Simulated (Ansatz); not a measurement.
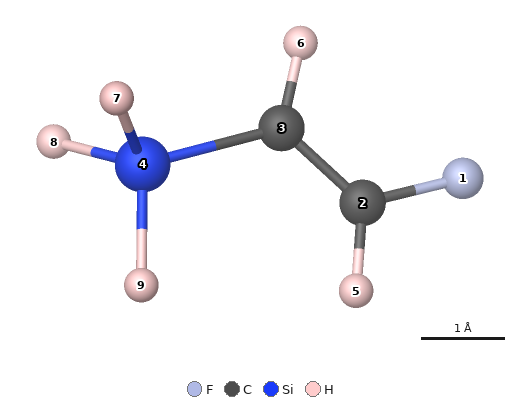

**Figure 1.** The starting structure (ball-and-stick view, seen at a tilt; atoms are numbered from 1 in the order of the input). Bond lengths as drawn: C–C 1.34 Å, C–F 1.34 Å, C–H 1.10 Å, C–Si 1.87 Å and H–Si 1.51 Å.

**Geometry relaxation, with input and output: C2H5FSi**

The run: geometry relaxation of C2H5FSi. Method and program: RKS PBE0-D4/def2-TZVP (Ansatz 0.2.0).

The geometry: PBE-D4/def2-SVP start. Figures and captions count atoms from 1; the log counts them from 0 in places.

### The program's output
```
Functional definition: PBE0
  name "PBE0"
  cite "Adamo & Barone, J. Chem. Phys. 110, 6158 (1999) doi:10.1063/1.478522"
  cite "Perdew, Burke & Ernzerhof, Phys. Rev. Lett. 77, 3865 (1996) doi:10.1103/PhysRevLett.77.3865"
  parent pbe
  parameter a = 0.25
  parameter kappa = 0.804
  parameter beta = 0.06672455060314922
  exchange = (1 - a)*pbe_x(kappa = kappa, mu = beta*pi^2/3) + a*exact_x
  correlation = pbe_c(beta = beta)
1004 factors; their error is unknown
mean field evaluation 1: about -12738.2985 eV, gradient 4.4e1 eV
mean field evaluation 2: about -12736.0675 eV, gradient 4.9e1 eV
mean field evaluation 4: about -12742.6274 eV, gradient 3.7e0 eV
mean field evaluation 8: about -12742.6562 eV, gradient 5.1e-2 eV
mean field evaluation 16: about -12742.6985 eV, gradient 3.0e-5 eV
mean field -12742.69852022 eV, -468.2855333070 hartree, gradient 3.0e-5 eV, S^2 0.000000; 0 other end points of the search recorded, 0 dependent functions left out
the calculation of the forces begins
reference -12742.69854968 eV, -468.2855343896 hartree; 20, 20 occupied and 140, 140 virtual orbitals, 1004 factors
relax step   1: F+E_penalty+E_count = -12742.82455869 eV  Δ(F+E_penalty+E_count) = +0.000e0 eV  max|allowed force component| = 8.071e-1 eV/Å  Δτ_max = 0.0000 Å  (27 SCF iters, accepted)
these checks for a lower state are left out or cut short: starts, cluster_reference, orbital_swaps, neighbouring_geometries, increment
1004 factors; their error is unknown
mean field -12742.73653210 eV, -468.2869302175 hartree, gradient 5.9e-6 eV, S^2 0.000000; 0 other end points of the search recorded, 0 dependent functions left out
the calculation of the forces begins
reference -12742.73656136 eV, -468.2869312927 hartree; 20, 20 occupied and 140, 140 virtual orbitals, 1004 factors
relax step   2: F+E_penalty+E_count = -12742.86326165 eV  Δ(F+E_penalty+E_count) = -3.870e-2 eV  max|allowed force component| = 1.755e-1 eV/Å  Δτ_max = 0.0288 Å  (33 SCF iters, accepted)
these checks for a lower state are left out or cut short: starts, cluster_reference, orbital_swaps, neighbouring_geometries, increment
1004 factors; their error is unknown
mean field -12742.73898963 eV, -468.2870205300 hartree, gradient 5.8e-6 eV, S^2 0.000000; 0 other end points of the search recorded, 0 dependent functions left out
the calculation of the forces begins
reference -12742.73901882 eV, -468.2870216028 hartree; 20, 20 occupied and 140, 140 virtual orbitals, 1004 factors
relax step   3: F+E_penalty+E_count = -12742.86591424 eV  Δ(F+E_penalty+E_count) = -2.653e-3 eV  max|allowed force component| = 2.454e-2 eV/Å  Δτ_max = 0.0112 Å  (33 SCF iters, accepted)
these checks for a lower state are left out or cut short: starts, cluster_reference, orbital_swaps, neighbouring_geometries, increment
1004 factors; their error is unknown
mean field evaluation 32: about -12742.6953 eV, gradient 4.4e-1 eV
mean field -12742.73898598 eV, -468.2870203960 hartree, gradient 5.8e-6 eV, S^2 0.000000; 0 other end points of the search recorded, 0 dependent functions left out
the calculation of the forces begins
reference -12742.73901516 eV, -468.2870214685 hartree; 20, 20 occupied and 140, 140 virtual orbitals, 1004 factors
relax step   4: F+E_penalty+E_count = -12742.86594815 eV  Δ(F+E_penalty+E_count) = -3.391e-5 eV  max|allowed force component| = 2.259e-2 eV/Å  Δτ_max = 0.0030 Å  (33 SCF iters, accepted)
these checks for a lower state are left out or cut short: starts, cluster_reference, orbital_swaps, neighbouring_geometries, increment
1004 factors; their error is unknown
mean field -12742.73902905 eV, -468.2870219787 hartree, gradient 5.8e-6 eV, S^2 0.000000; 0 other end points of the search recorded, 0 dependent functions left out
the calculation of the forces begins
reference -12742.73905823 eV, -468.2870230511 hartree; 20, 20 occupied and 140, 140 virtual orbitals, 1004 factors
relax step   5: F+E_penalty+E_count = -12742.86601207 eV  Δ(F+E_penalty+E_count) = -6.393e-5 eV  max|allowed force component| = 5.834e-3 eV/Å  Δτ_max = 0.0037 Å  (33 SCF iters, accepted)
these checks for a lower state are left out or cut short: starts, cluster_reference, orbital_swaps, neighbouring_geometries, increment
1004 factors; their error is unknown
mean field -12742.73902682 eV, -468.2870218970 hartree, gradient 5.8e-6 eV, S^2 0.000000; 0 other end points of the search recorded, 0 dependent functions left out
the calculation of the forces begins
reference -12742.73905600 eV, -468.2870229693 hartree; 20, 20 occupied and 140, 140 virtual orbitals, 1004 factors
relax step   6: F+E_penalty+E_count = -12742.86601490 eV  Δ(F+E_penalty+E_count) = -2.823e-6 eV  max|allowed force component| = 8.353e-4 eV/Å  Δτ_max = 0.0008 Å  (34 SCF iters, accepted)
1004 factors; their error is unknown
mean field evaluation 64: about -12742.6951 eV, gradient 4.5e-1 eV
```

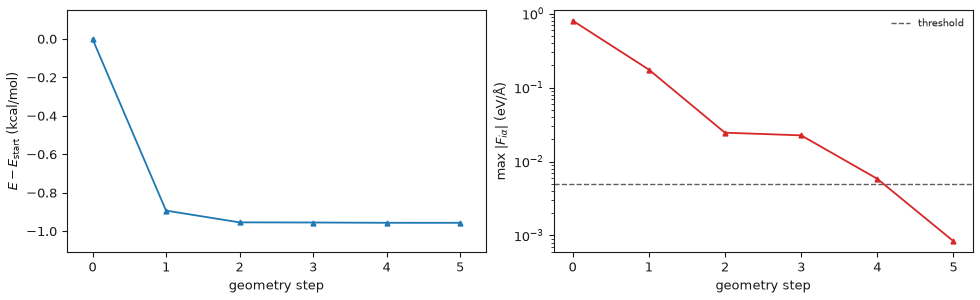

**Figure 2.** Progress of the relaxation, step by step (the first geometry is step 0 here and step 1 in the log).

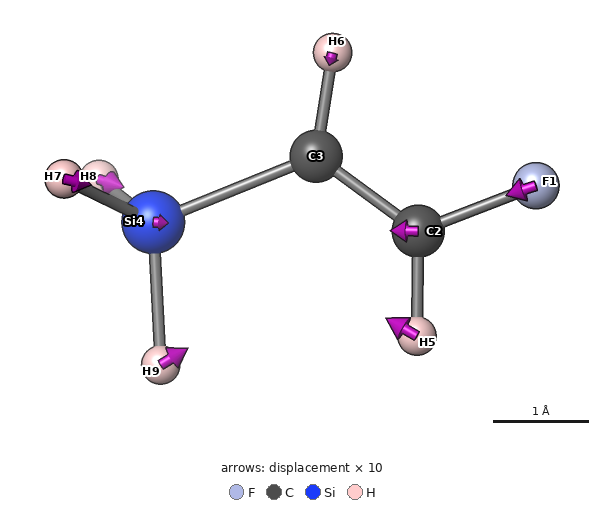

**Figure 3.** The starting structure with the displacements as pink arrows, magnified 10 times (ball-and-stick view, seen at a tilt). The two geometries are laid on each other by the best rigid fit. H5 moves most after the best rigid fit: 0.040 Å. By element the largest moves are H 0.040 Å, F 0.035 Å, C 0.031 Å, Si 0.017 Å. Among the contacts that change: C2–C3 1.343 → 1.322 Å, C2–H5 1.105 → 1.086 Å, Si4–H7 1.506 → 1.487 Å, C3–Si4 1.869 → 1.852 Å. The energy falls by 0.96 kcal/mol in 5 geometry steps. Largest force component: 0.81 eV/Å at the start, 0.00084 eV/Å at the end. (Atoms are counted from 1 in the order of the input.)

```
mean field -12742.73902682 eV, -468.2870218970 hartree, gradient 5.8e-6 eV, S^2 0.000000; 1 other end points of the search recorded, 0 dependent functions left out
the calculation of the forces begins
reference -12742.73905600 eV, -468.2870229693 hartree; 20, 20 occupied and 140, 140 virtual orbitals, 1004 factors
Total energy: -12742.86604408 eV, -468.2916896950 hartree
Atom 0 at    -1.259910     2.360947     0.506445 Å, force     0.000259    -0.000835     0.000125 eV/Å
Atom 1 at    -0.578298     1.355015    -0.047994 Å, force    -0.000093     0.000455    -0.000382 eV/Å
Atom 2 at    -0.336667     0.219878     0.584949 Å, force    -0.000330     0.000222     0.000478 eV/Å
Atom 3 at     0.614064    -1.145010    -0.228863 Å, force    -0.000116    -0.000037     0.000071 eV/Å
Atom 4 at    -0.264164     1.599597    -1.058088 Å, force     0.000039    -0.000292     0.000385 eV/Å
Atom 5 at    -0.716107     0.118066     1.598614 Å, force     0.000120     0.000593    -0.000663 eV/Å
Atom 6 at     1.843722    -1.465586     0.542810 Å, force     0.000546    -0.000134     0.000316 eV/Å
Atom 7 at    -0.206653    -2.381573    -0.316290 Å, force    -0.000384    -0.000534    -0.000023 eV/Å
Atom 8 at     0.992513    -0.707635    -1.598485 Å, force    -0.000041     0.000562    -0.000307 eV/Å
Dipole moment:     0.067276    -0.080677    -0.074553 e Å
```

### Trajectory as extended XYZ (Å, eV, eV/Å), 6 frames, from step=1 to step=6
```
9
Properties=species:S:1:pos:R:3:forces:R:3 step=1 energy=-12742.82456
F    -1.2769    2.3884    0.5200    0.2027  -0.3368  -0.1273
C    -0.5916    1.3830   -0.0454    0.3223  -0.7252   0.0047
C    -0.3376    0.2227    0.5821   -0.3286   0.8071  -0.0742
Si    0.6210   -1.1607   -0.2297    0.0199   0.0253  -0.0660
H    -0.2728    1.6355   -1.0727   -0.2003  -0.1209   0.6050
H    -0.7230    0.1172    1.6119    0.1992   0.0470  -0.5239
H     1.8662   -1.4868    0.5514   -0.2864   0.0920  -0.1533
H    -0.2072   -2.4151   -0.3157    0.1627   0.2935   0.0330
H     1.0104   -0.7305   -1.6188   -0.0914  -0.0821   0.3019
9
Properties=species:S:1:pos:R:3:forces:R:3 step=2 energy=-12742.86326
F    -1.2651    2.3654    0.5149    0.0453  -0.0668  -0.0348
C    -0.5820    1.3628   -0.0461    0.0972  -0.1755  -0.0532
C    -0.3357    0.2204    0.5808   -0.0794   0.1625   0.0198
Si    0.6181   -1.1502   -0.2332   -0.0381   0.0495   0.0389
H    -0.2666    1.6101   -1.0605   -0.0632  -0.0108   0.1645
H    -0.7175    0.1177    1.5990    0.0664  -0.0038  -0.1543
H     1.8473   -1.4664    0.5488   -0.0580   0.0084  -0.0501
H    -0.2104   -2.3871   -0.3123    0.0506   0.0573  -0.0040
H     1.0004   -0.7190   -1.6082   -0.0208  -0.0207   0.0732
9
Properties=species:S:1:pos:R:3:forces:R:3 step=3 energy=-12742.86591
F    -1.2612    2.3609    0.5110   -0.0061   0.0060  -0.0024
C    -0.5801    1.3575   -0.0477    0.0245  -0.0098  -0.0162
C    -0.3363    0.2210    0.5814   -0.0025  -0.0205   0.0191
Si    0.6148   -1.1464   -0.2294   -0.0084   0.0162   0.0009
H    -0.2654    1.6043   -1.0568   -0.0064   0.0125  -0.0094
H    -0.7158    0.1186    1.5948   -0.0006  -0.0065   0.0091
H     1.8437   -1.4656    0.5435    0.0034   0.0001   0.0054
H    -0.2063   -2.3825   -0.3142   -0.0045  -0.0037   0.0013
H     0.9950   -0.7142   -1.5996    0.0006   0.0058  -0.0079
9
Properties=species:S:1:pos:R:3:forces:R:3 step=4 energy=-12742.86595
F    -1.2613    2.3599    0.5092    0.0046   0.0116   0.0036
C    -0.5771    1.3572   -0.0472   -0.0174  -0.0226  -0.0202
C    -0.3358    0.2203    0.5825    0.0013   0.0024   0.0163
Si    0.6145   -1.1457   -0.2295    0.0012   0.0043   0.0002
H    -0.2658    1.6025   -1.0578    0.0078   0.0100   0.0007
H    -0.7158    0.1175    1.5958    0.0001  -0.0023   0.0027
H     1.8431   -1.4649    0.5441    0.0032  -0.0024  -0.0005
H    -0.2072   -2.3816   -0.3143   -0.0010  -0.0022  -0.0012
H     0.9941   -0.7115   -1.5997    0.0001   0.0012  -0.0016
9
Properties=species:S:1:pos:R:3:forces:R:3 step=5 energy=-12742.86601
F    -1.2601    2.3609    0.5070    0.0003   0.0004  -0.0010
C    -0.5783    1.3553   -0.0480   -0.0004   0.0014  -0.0012
C    -0.3366    0.2200    0.5845    0.0031  -0.0058  -0.0007
Si    0.6141   -1.1452   -0.2289    0.0010   0.0009  -0.0032
H    -0.2642    1.6003   -1.0580   -0.0004   0.0006   0.0004
H    -0.7160    0.1177    1.5980   -0.0024   0.0018   0.0038
H     1.8438   -1.4654    0.5431   -0.0021   0.0003  -0.0015
H    -0.2069   -2.3818   -0.3158    0.0016   0.0019   0.0000
H     0.9926   -0.7081   -1.5988   -0.0007  -0.0014   0.0034
9
Properties=species:S:1:pos:R:3:forces:R:3 step=6 energy=-12742.86601
F    -1.2599    2.3609    0.5064    0.0003  -0.0008   0.0001
C    -0.5783    1.3550   -0.0480   -0.0001   0.0005  -0.0004
C    -0.3367    0.2199    0.5849   -0.0003   0.0002   0.0005
Si    0.6141   -1.1450   -0.2289   -0.0001   0.0000   0.0001
H    -0.2642    1.5996   -1.0581    0.0000  -0.0003   0.0004
H    -0.7161    0.1181    1.5986    0.0001   0.0006  -0.0007
H     1.8437   -1.4656    0.5428    0.0005  -0.0001   0.0003
H    -0.2067   -2.3816   -0.3163   -0.0004  -0.0005   0.0000
H     0.9925   -0.7076   -1.5985    0.0000   0.0006  -0.0003
```

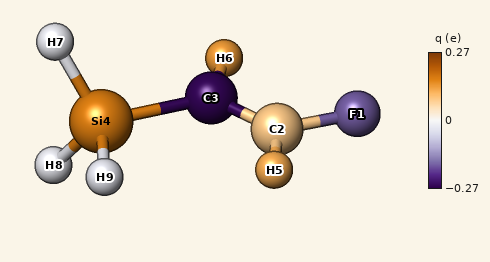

**Figure 4.** Mulliken charges, as the colour of each atom (ball-and-stick view, seen at a tilt; atoms are numbered from 1 in the order of the input). By element: F −0.18, C −0.26 to +0.08, Si +0.17 and H −0.03 to +0.14 e.

This output came from the following input.

### Input file
```yaml
crystal:
  periodic: [false, false, false]
  atoms:
    - {symbol: F, position_ang: [-1.276918, 2.388391, 0.520019]}
    - {symbol: C, position_ang: [-0.591565, 1.383050, -0.045397]}
    - {symbol: C, position_ang: [-0.337649, 0.222720, 0.582071]}
    - {symbol: Si, position_ang: [0.621007, -1.160726, -0.229709]}
    - {symbol: H, position_ang: [-0.272820, 1.635491, -1.072715]}
    - {symbol: H, position_ang: [-0.722951, 0.117238, 1.611911]}
    - {symbol: H, position_ang: [1.866244, -1.486790, 0.551420]}
    - {symbol: H, position_ang: [-0.207228, -2.415128, -0.315744]}
    - {symbol: H, position_ang: [1.010381, -0.730546, -1.618757]}
basis:
  gaussian: {orbitals: def2-TZVP}
hamiltonian: {xc: pbe0, dispersion: d4}
relax: {f_tol: 0.005, max_steps: 150}
```

Command:
```bash
ansatz run in.yaml --threads 2 --pin off --events-out ev --progress --plain --max-ram 4352MiB
```

### Key numbers

| quantity | value |
| --- | --- |
| outcome | converged |
| total energy | −12742.8660 eV |
| mean-field energy | −12742.7391 eV |
| dispersion energy | −0.1270 eV |
| SCF solution under orbital rotations | stable |
| largest force (length of the vector) at the end | 0.001 eV/Å |
| dipole moment | 0.62 D |
| hardware | 2 threads of Arm Neoverse V1, 23 GiB of memory available, shared host |
| wall time | 22 s (CPU time 42 s) |
| peak memory | 0.32 GiB |
